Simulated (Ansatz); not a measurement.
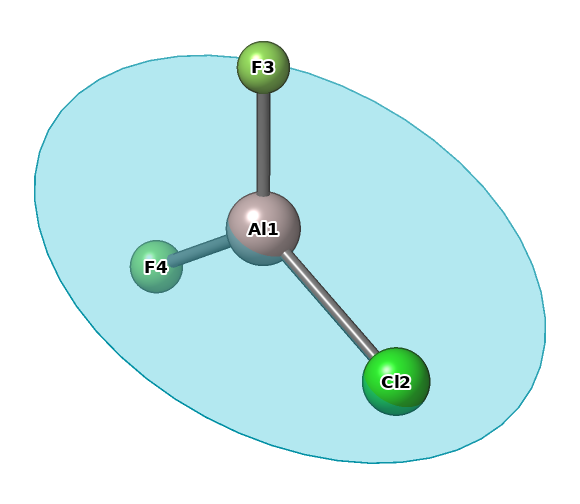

A disc through the centre of mass is drawn in. Distant atoms are faded towards the background colour. The computed structure is the end point of a PBE0-D4/def2-TZVP optimisation.

Question: Is the plane of the disc a mirror plane of the structure?

Answer: Yes. The reflection leaves Al1, Cl2 in place and moves F3 ↔ F4. The point group is C2v.
